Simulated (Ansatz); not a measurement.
# SnH (built on the sites of a database entry of ZrH): following an unstable mode, part 2 of 3

Wanted: the energy along a soft mode of SnH (built on the sites of a database entry of ZrH) and the structure at the end.

Ansatz 0.2.0; DFT LDA, scalar-relativistic, plane waves, norm-conserving pseudopotentials.

So far, highest frequency on the path or at a solved wavevector (cm⁻¹): step 2 (phonons on a q mesh) 766. Also lowest frequency on the path (cm⁻¹): step 2 -1087.

The structure was built from a prototype and need not be the compound's stable phase.

**5. Energy along the mode, all amplitudes (two of the runs are shown above)**

An imaginary frequency means negative curvature, so the energy should fall and then rise again as anharmonic terms take over.

Numbers from this step:

* depth at the lowest point sampled: 38.34 meV/atom
* largest atomic shift at that point: 0.32 Å

The energy from the parent by largest atomic shift:

| largest atomic shift (Å) | energy from the parent (meV/atom) |
| --- | --- |
| 0.000 | 0 |
| 0.040 | -1.71 |
| 0.080 | -5.99 |
| 0.140 | -15.2 |
| 0.220 | -28.4 |
| 0.320 | -38.3 |
| 0.450 | -26.9 |
| 0.600 | 40.3 |

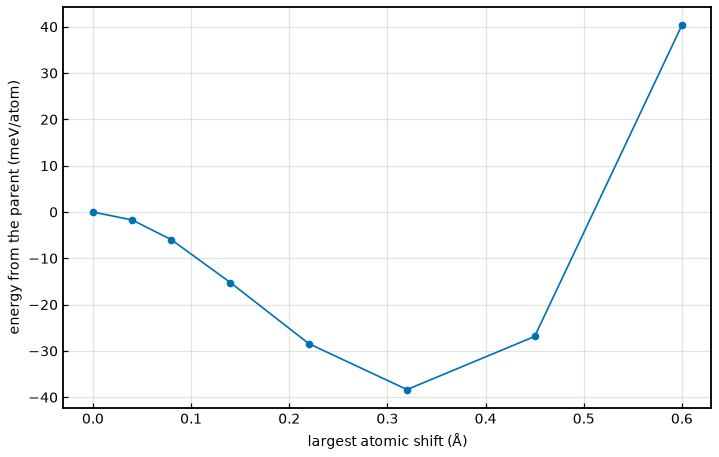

Energy from the parent against largest atomic shift.

Displacement at unit largest shift by atom:

| atom | x (Å) | y (Å) | z (Å) | size |
| --- | --- | --- | --- | --- |
| Sn1 | 0.00 | 0.00 | 0.00 | 0.00 |
| Sn2 | 0.00 | 0.00 | 0.00 | 0.00 |
| Sn3 | 0.00 | 0.00 | 0.00 | 0.00 |
| Sn4 | 0.00 | 0.00 | 0.00 | 0.00 |
| H5 | 0.00 | 0.00 | -1.00 | 1.00 |
| H6 | 0.00 | 0.00 | 1.00 | 1.00 |
| H7 | 0.00 | 0.00 | 1.00 | 1.00 |
| H8 | 0.00 | 0.00 | -1.00 | 1.00 |

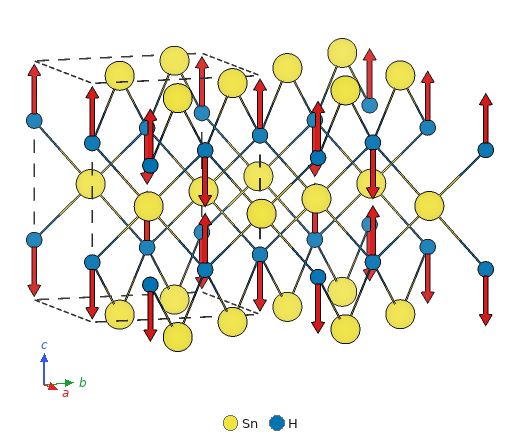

Displacement at unit largest shift as arrows, the longest 1 Å. 2×2×1 cells are drawn. Some periodic images of atoms are drawn too.

The lowest of the steps tried is at 0.32 Å, 38.3 meV/atom below the parent; the bottom of the well need not coincide with a step.

**6. Relaxation from the frozen mode**

Starting from the lowest point found, all atoms and the cell are let go, so that strain and other modes of the same symmetry can join in.

The input, input.yaml:

```yaml
crystal:
  lattice:
    - [-3.2044336889, -3.2044336889, 0.0]
    - [-3.2044336889, 3.2044336889, 0.0]
    - [0.0, 0.0, -6.1531286746]
  atoms:
    - { symbol: Sn, position: [0.249940689, 0.750059311, 0.0] }
    - { symbol: Sn, position: [0.750059311, 0.249940689, 0.0] }
    - { symbol: Sn, position: [0.250059311, 0.250059311, 0.5] }
    - { symbol: Sn, position: [0.749940689, 0.749940689, 0.5] }
    - { symbol: H, position: [0.5, 0.5, 0.3020060634] }
    - { symbol: H, position: [1.0, 1.0, 0.1979939366] }
    - { symbol: H, position: [0.5, 0.5, 0.6979939366] }
    - { symbol: H, position: [1.0, 1.0, 0.8020060634] }
kpoints:
  mp_grid: { grid: [8, 8, 6] }
hamiltonian:
  xc: lda
  pseudopotentials: { kind: nc }
scf:
  occupations: { method: methfessel_paxton, width: 0.2 }
output:
  forces: true
  stress: true
  eigenvalues: true
relax:
  adjacent_minimum: "off"
  f_tol: 0.002
  max_steps: 120
  cell: { stress_tol: 0.03 }
```

On the command line:

```
ansatz run input.yaml --threads 8 --pin off --max-ram 14336MiB --backend cpu --events-out ev --progress --plain --runs-dir out
```

Numbers of over 12 decimals in the logs are rounded to 6 here.

What it wrote:

```text
[...]
Crystal: 8 atoms, lattice volume = 126.366 Å³
Basis set: ecut = 1006.821291 eV, 9147 PW (Γ)
Bands: 38, of which v1, the nominal top of the filled ones, is band 30 counted from 1 (29 counted from 0)
Symmetry: 16 space group operations
[...]
k-points: 60 of 384
[...]
SCF iter   1: F=—  HF=-8613.483135 eV  |F-HF|=—  |Δ(HF+E_count)|=         —  Δρ=4.05e-2  dr2=2.14e0  ethr=3.10e-3  ⟨swp⟩=6.0  Hψ=8666  notcnv=0
[...]
SCF iter   8: F=-8612.693158 eV  HF=-8612.693158 eV  |F-HF|=1.32e-9  |Δ(HF+E_count)|=   3.84e-8  S|Δr|=    0.00e0  Δρ=2.18e-6  dr2=2.51e-9  ethr=1.67e-10  ⟨swp⟩=11.6  Hψ=11288  notcnv=0
SCF 1 converged in 8 iterations: F = -8612.693158 eV  dr2 = 2.51e-9
relax step   1: F+E_penalty+E_count = -8612.69315827 eV  Δ(F+E_penalty+E_count) = +0.000e0 eV  max|allowed force component| = 2.382e-1 eV/Å  Δτ_max = 0.0000 Å  P = +1.401 GPa  Ω = 126.366 Å³  (8 SCF iters, dr2 threshold 1.00e-7 eV, accepted)
Crystal: 8 atoms, lattice volume = 134.184 Å³
Basis set: ecut = 1006.821291 eV, 9789 PW (Γ)
[...]
SCF iter   6: F=-8612.513267 eV  HF=-8612.513267 eV  |F-HF|=1.85e-8  |Δ(HF+E_count)|=   3.67e-6  S|Δr|=    0.00e0  Δρ=2.14e-5  dr2=5.64e-7  ethr=1.33e-9  ⟨swp⟩=6.4  Hψ=12627  notcnv=0
SCF 2 converged in 6 iterations: F = -8612.513267 eV  dr2 = 5.64e-7
relax step   2: F+E_penalty+E_count = -8612.51326710 eV  Δ(F+E_penalty+E_count) = +1.799e-1 eV  max|allowed force component| = 7.055e-1 eV/Å  Δτ_max = 0.1947 Å  P = -1.685 GPa  Ω = 134.184 Å³  energy of the carried Pulay correction = -4.756e-4 eV  (6 SCF iters, dr2 threshold 8.00e-7 eV, rejected (line search))
Crystal: 8 atoms, lattice volume = 128.718 Å³
Basis set: ecut = 1006.821291 eV, 9341 PW (Γ)
[...]
SCF iter  10: F=-8612.741262 eV  HF=-8612.741262 eV  |F-HF|=3.64e-12  |Δ(HF+E_count)|=  1.64e-11  S|Δr|=    0.00e0  Δρ=4.44e-8  dr2=1.76e-12  ethr=1.00e-12  ⟨swp⟩=6.9  Hψ=10686  notcnv=0
SCF 3 converged in 10 iterations: F = -8612.741262 eV  dr2 = 1.76e-12
relax step   3: F+E_penalty+E_count = -8612.74126187 eV  Δ(F+E_penalty+E_count) = -4.810e-2 eV  max|allowed force component| = 7.872e-2 eV/Å  Δτ_max = 0.0667 Å  P = +0.573 GPa  Ω = 128.718 Å³  energy of the carried Pulay correction = -1.462e-4 eV  (10 SCF iters, accepted)
[...]
relax step   4: F+E_penalty+E_count = -8612.74485734 eV  Δ(F+E_penalty+E_count) = -3.595e-3 eV  max|allowed force component| = 2.516e-2 eV/Å  Δτ_max = 0.0069 Å  P = -0.142 GPa  Ω = 130.106 Å³  energy of the carried Pulay correction = -2.311e-4 eV  (4 SCF iters, dr2 threshold 8.00e-7 eV, accepted)
[...]
relax step   5: F+E_penalty+E_count = -8612.74553046 eV  Δ(F+E_penalty+E_count) = -6.731e-4 eV  max|allowed force component| = 1.452e-3 eV/Å  Δτ_max = 0.0045 Å  P = +0.001 GPa  Ω = 129.883 Å³  energy of the carried Pulay correction = -2.175e-4 eV  (4 SCF iters, dr2 threshold 2.78e-7 eV, accepted)
[...]
relax step   6: F+E_penalty+E_count = -8612.74601345 eV  Δ(F+E_penalty+E_count) = -4.830e-4 eV  max|allowed force component| = 1.459e-3 eV/Å  Δτ_max = 0.0000 Å  P = +0.018 GPa  Ω = 129.883 Å³  stress off target by 3.46e-2 GPa  SCF on the basis re-selected at this cell (its energy is not comparable with the rows above)  (5 SCF iters)
[...]
relax step   7: F+E_penalty+E_count = -8612.74601781 eV  Δ(F+E_penalty+E_count) = -4.362e-6 eV  max|allowed force component| = 3.070e-4 eV/Å  Δτ_max = 0.0004 Å  P = +0.000 GPa  Ω = 129.954 Å³  energy of the carried Pulay correction = -4.316e-6 eV  (4 SCF iters, dr2 threshold 2.99e-9 eV, accepted)
[...]
SCF iter   4: F=-8612.746021 eV  HF=-8612.746021 eV  |F-HF|=1.82e-12  |Δ(HF+E_count)|=  1.46e-11  S|Δr|=    0.00e0  Δρ=7.54e-8  dr2=3.00e-12  ethr=1.00e-12  ⟨swp⟩=8.4  Hψ=14015  notcnv=0
SCF 8 converged in 4 iterations: F = -8612.746021 eV  dr2 = 3.00e-12
relax step   8: F+E_penalty+E_count = -8612.74602138 eV  Δ(F+E_penalty+E_count) = -3.568e-6 eV  max|allowed force component| = 3.039e-4 eV/Å  Δτ_max = 0.0000 Å  P = +0.000 GPa  Ω = 129.954 Å³  stress off target by 3.05e-3 GPa  SCF on the basis re-selected at this cell (its energy is not comparable with the rows above)  (4 SCF iters)
[...]
SCF converged after 4 iterations
[...]
Free energy (F): -8612.746021 eV
[...]
Internal energy: -8612.744290 eV  (E = F + TS)
E sigma→0 (E₀):  -8612.745588 eV
Entropy (-TS):   -0.001732 eV (-0.216 meV/atom)
Fermi energy:    9.343758 eV
[...]
--- Forces (eV/Å), atoms counted from 1 ---
  atom   1  Sn     0.00000000    -0.00003819     0.00000000
  atom   2  Sn    -0.00000000     0.00003819     0.00000000
  atom   3  Sn     0.00003819    -0.00000000     0.00000000
  atom   4  Sn    -0.00003819     0.00000000     0.00000000
  atom   5  H      0.00000000     0.00000000    -0.00030386
  atom   6  H      0.00000000     0.00000000     0.00030386
  atom   7  H      0.00000000     0.00000000     0.00030386
  atom   8  H      0.00000000     0.00000000    -0.00030386
  max |Σ_I F_I| component: 1.39e-17 eV/Å
--- Stress (GPa, compression-positive) ---
       -0.001407       0.000000       0.000000
       -0.000000      -0.001407       0.000000
        0.000000       0.000000       0.003047
  P = ⅓ Tr σ = 0.0001 GPa (0.001 kbar)
--- Band table (eV; the first three rows and the last of 60) ---
  k-point 0: bands = [... 26 lower, 6.5042, 6.8682, 6.9314, 8.9867, 10.6654, 10.6654, 12.2030, 12.5866, ... 4 higher]
  k-point 1: bands = [... 26 lower, 5.6922, 6.9671, 7.5687, 8.7623, 10.3941, 10.3941, 11.3185, 13.0534, ... 4 higher]
  k-point 2: bands = [... 26 lower, 4.8740, 7.2557, 7.3844, 8.2538, 10.0135, 10.0135, 11.0725, 12.9475, ... 4 higher]
  k-point 59: bands = [... 26 lower, 5.0175, 5.0175, 7.7947, 7.7947, 10.6769, 10.6769, 11.2040, 11.2040, ... 4 higher]
--- Relaxed structure (6 steps of the walk, 5 accepted, 2 SCFs on fresh bases) ---
  F+E_penalty+E_count = -8612.74602138 eV   max|allowed force component| = 3.039e-4 eV/Å   (the final SCF, on the basis selected at the relaxed cell)
  cell:  # Å, volume = 129.9537 Å³
    - [-3.202381, -3.202381, 0.0]
    - [-3.202381, 3.202381, 0.0]
    - [0.0, 0.0, -6.335960]
  atoms:
    - { symbol: Sn, position: [0.255248, 0.744752, 0.0] }
    - { symbol: Sn, position: [0.744752, 0.255248, 0.0] }
    - { symbol: Sn, position: [0.244752, 0.244752, 0.500000] }
    - { symbol: Sn, position: [0.755248, 0.755248, 0.500000] }
    - { symbol: H, position: [0.5, 0.5, 0.312882] }
    - { symbol: H, position: [1.0, 1.0, 0.187118] }
    - { symbol: H, position: [0.5, 0.5, 0.687118] }
    - { symbol: H, position: [1.0, 1.0, 0.812882] }
```

Run time: 40 s. Hardware: 8 threads of AMD EPYC 7R43, shared host; peak memory 1.4 GiB.

Step by step:

| step | energy less that of the first step (eV) | largest force component (eV/Å) | pressure (GPa) | volume (Å³) |
| --- | --- | --- | --- | --- |
| 1 | 0.0000 | 0.2382 | 1.40 | 126.37 |
| 2 | 0.1799 | 0.7055 | -1.68 | 134.18 |
| 3 | -0.0481 | 0.0787 | 0.57 | 128.72 |
| 4 | -0.0517 | 0.0252 | -0.14 | 130.11 |
| 5 | -0.0524 | 0.0015 | 0.00 | 129.88 |
| 6* | -0.0529 | 0.0015 | 0.02 | 129.88 |
| 7 | -0.0529 | 0.0003 | 0.00 | 129.95 |
| 8* | -0.0529 | 0.0003 | 0.00 | 129.95 |

Relaxation steps marked * repeat the geometry before them on a plane-wave basis chosen anew for their cell, so energy and pressure can jump there. Relaxation step 2 was tried and not accepted.

The run keeps the 16 symmetry operations that it works with, so distortions that break them were not tested.

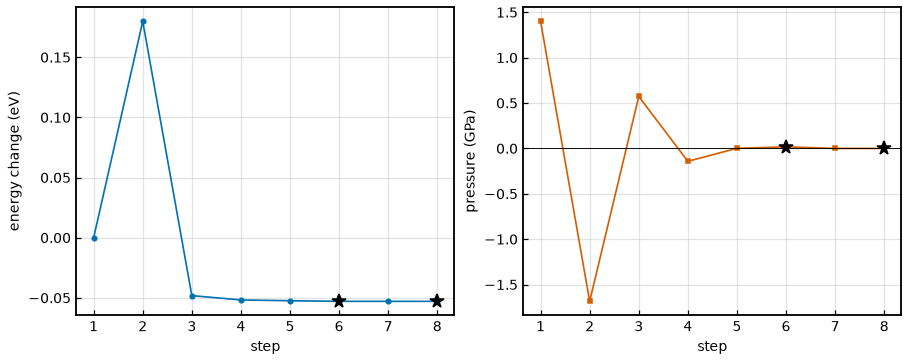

Energy and pressure along the relaxation. Stars mark steps on a basis chosen anew.

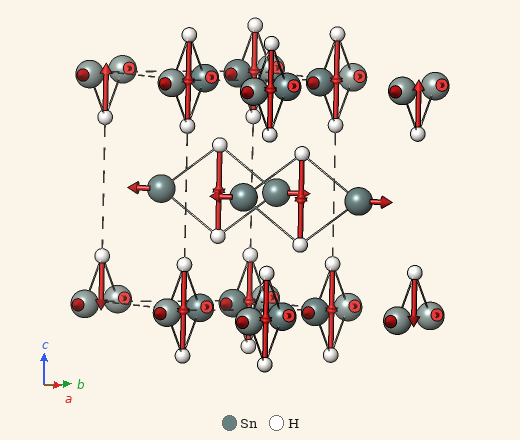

Displacements in the relaxation, exaggerated, measured against the changing cell; the longest in the cell stands for 0.07 Å. 2×1×1 cells are drawn. Some periodic images of atoms are drawn too.

| conventional cell, symmetrised | before | after | change |
| --- | --- | --- | --- |
| a (Å) | 4.532 | 4.529 | -0.1 % |
| b (Å) | 4.532 | 4.529 | -0.1 % |
| c (Å) | 6.153 | 6.336 | +3.0 % |
| volume (Å³/atom) | 15.80 | 16.24 | +2.8 % |

The atoms that moved most (Å, as changes of fractional coordinates times the final cell):

| atom | dx | dy | dz | length |
| --- | --- | --- | --- | --- |
| H5 | 0.000 | 0.000 | -0.069 | 0.069 |
| H7 | 0.000 | 0.000 | 0.069 | 0.069 |
| H8 | 0.000 | 0.000 | -0.069 | 0.069 |
| H6 | 0.000 | 0.000 | 0.069 | 0.069 |
| Sn4 | -0.034 | 0.000 | 0.000 | 0.034 |
| Sn2 | 0.000 | 0.034 | 0.000 | 0.034 |
| Sn1 | 0.000 | -0.034 | 0.000 | 0.034 |
| Sn3 | 0.034 | 0.000 | 0.000 | 0.034 |

Numbers from this step:

| Item | Value |
| --- | --- |
| pressure | 7.77e-5 GPa |
| volume per atom | 16.24 Å³ |

The distorted start has space group P4_2/mnm; the relaxation ends in P4_2/mnm.

**7. The new phase in its own primitive cell**

The relaxed structure is symmetrised, reduced to its primitive cell and relaxed tightly, as its phonons need.

input.yaml, the sections that differ from step 6:

```yaml
crystal:
  lattice:
    - [4.528851212, 0.0, 0.0]
    - [0.0, 4.528851212, 0.0]
    - [0.0, 0.0, 6.3359603759]
  atoms:
    - { symbol: Sn, position: [0.2552484634, 0.7447515366, 0.0] }
    - { symbol: Sn, position: [0.7447515366, 0.2552484634, 0.0] }
    - { symbol: Sn, position: [0.7552484634, 0.7552484634, 0.5] }
    - { symbol: Sn, position: [0.2447515366, 0.2447515366, 0.5] }
    - { symbol: H, position: [0.5, 0.5, 0.6871181215] }
    - { symbol: H, position: [0.0, 0.0, 0.8128818785] }
    - { symbol: H, position: [0.5, 0.5, 0.3128818785] }
    - { symbol: H, position: [0.0, 0.0, 0.1871181215] }
relax:
  adjacent_minimum: "off"
  f_tol: 0.001
  max_steps: 60
  cell: { stress_tol: 0.01 }
# kpoints, hamiltonian, scf, output: as in step 6
```

What it wrote:

```text
[...]
Crystal: 8 atoms, lattice volume = 129.954 Å³
Basis set: ecut = 1006.821291 eV, 9421 PW (Γ)
Bands: 38, of which v1, the nominal top of the filled ones, is band 30 counted from 1 (29 counted from 0)
Symmetry: 16 space group operations
[...]
k-points: 60 of 384
[...]
- [0.0, 0.0, 6.3359603759]
  atoms:
    - { symbol: Sn, position: [0.255248, 0.744752, 0.0] }
    - { symbol: Sn, position: [0.744752, 0.255248, 0.0] }
    - { symbol: Sn, position: [0.755248, 0.755248, 0.500000] }
    - { symbol: Sn, position: [0.244752, 0.244752, 0.500000] }
    - { symbol: H, position: [0.500000, 0.500000, 0.687118] }
    - { symbol: H, position: [0.0, 0.0, 0.812882] }
    - { symbol: H, position: [0.500000, 0.500000, 0.312882] }
    - { symbol: H, position: [0.0, 0.0, 0.187118] }
[key lines of the parts left out:]
SCF converged after 6 iterations
Free energy (F): -8612.746021 eV
Fermi energy:    9.343758 eV
P = ⅓ Tr σ = 0.0001 GPa (0.001 kbar)
```

Run time: 12 s. Hardware: 8 threads; peak memory 1.4 GiB; 90 s of CPU time.

Little changed from the start: no atom moved by 0.005 Å and no cell edge by 0.1 %.

The largest force component left is 0.30 meV/Å and the pressure is 0.000 GPa, within the tolerances set. The cell now holds 16.24 Å³/atom.

(Part 2 of 3 ends here.)

[Logs are printed without paths, hosts, clocks, repeated set-up lines and the standing remarks that a program may print on its own settings, such as how far it seeks lower states.]

[Hosts, paths, dates, database ids (printed as entryN), source tags and the programs' standing remarks are cut or masked in the printed files.]
